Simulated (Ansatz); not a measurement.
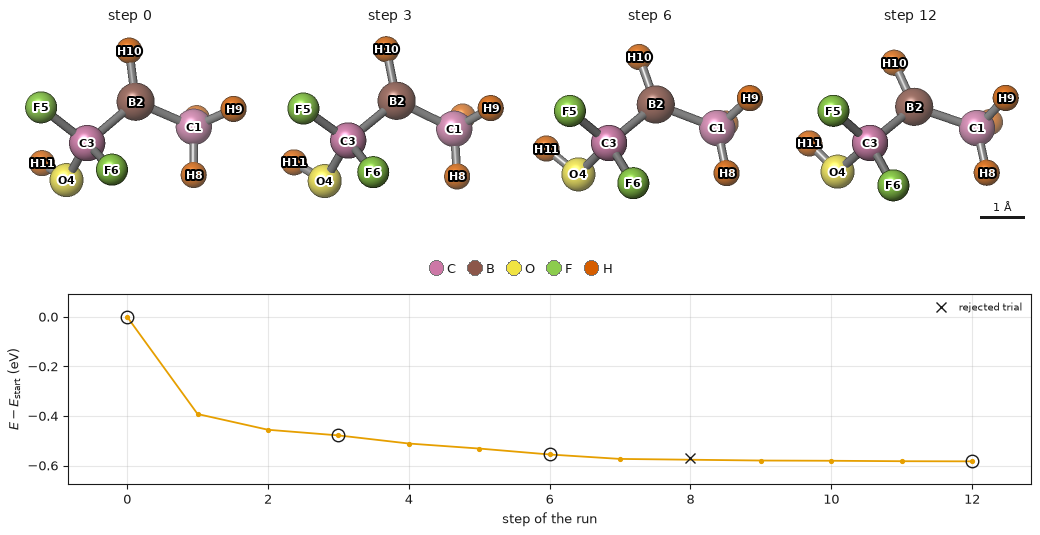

Frames of a relaxation of C2H5BF2O (coarse preliminary run), marked on the history of the run. A ball-and-stick model, seen at a tilt.

The start comes from a force field.

The calculation used Ansatz, RKS PBE-D4/def2-SVP.

The input:
```yaml
crystal:
  periodic: [false, false, false]
  atoms:
    - {symbol: C, position_ang: [-0.109700, -0.485000, 1.511400]}
    - {symbol: B, position_ang: [0.656300, 0.059000, 0.231900]}
    - {symbol: C, position_ang: [-0.122100, 0.622100, -1.074700]}
    - {symbol: O, position_ang: [-0.862000, -0.349900, -1.599400]}
    - {symbol: F, position_ang: [0.846400, 1.005900, -2.023700]}
    - {symbol: F, position_ang: [-0.845600, 1.735500, -0.701500]}
    - {symbol: H, position_ang: [0.104800, -1.505000, 1.693900]}
    - {symbol: H, position_ang: [-1.209800, -0.315900, 1.315400]}
    - {symbol: H, position_ang: [0.132900, 0.180400, 2.427200]}
    - {symbol: H, position_ang: [1.843100, 0.019600, 0.277100]}
    - {symbol: H, position_ang: [-0.369000, -1.023500, -2.037000]}
basis:
  gaussian: {orbitals: def2-SVP}
hamiltonian: {xc: pbe, dispersion: d4}
relax: {f_tol: 0.03, max_steps: 200}
```

Command:
```bash
ansatz run in.yaml --threads 4 --pin off --events-out ev --progress --plain --max-ram 10444MiB
```

> Describe the path.

H10 moves most after the best rigid fit: 0.76 Å. By element the largest moves are H 0.76 Å, F 0.48 Å, O 0.30 Å, B 0.23 Å, C 0.15 Å. Some distances before and after: C3–O4 1.329 → 1.407 Å, C1–H7 1.058 → 1.109 Å, C1–H9 1.158 → 1.119 Å, O4–H11 0.942 → 0.978 Å. Bond angles that change, for instance: B2–C1–H8 106.2° → 114.9°, B2–C3–O4 109.3° → 100.9°, B2–C3–F6 108.3° → 116.5°. Groups turn about B2–C3 by about 40°. The energy falls by 0.583 eV in 11 accepted moves (12 points after the start). The largest force component goes from 3.4 to 0.026 eV/Å. The line search rejected the trial step at point 8 of the run. The run took 17 s on 4 threads of Arm Neoverse V1, on a shared host. From step 0 to 3: H11 moves most (0.21 Å), energy −0.478 eV. From step 3 to 6: H atoms move most (0.39 Å), energy −0.077 eV. From step 6 to 12: H10 moves most (0.23 Å), energy −0.028 eV.

```tsv
step	E − E(0), eV	largest force component, eV/Å	note
0	0.0000	3.3989	
1	-0.3921	1.2611	
2	-0.4556	0.5467	
3	-0.4783	0.2496	
4	-0.5111	0.2409	
5	-0.5314	0.8720	
6	-0.5553	0.5687	
7	-0.5732	0.1655	
8	-0.5709	0.2643	rejected
9	-0.5797	0.0445	
10	-0.5807	0.1675	
11	-0.5825	0.0631	
12	-0.5830	0.0262
```
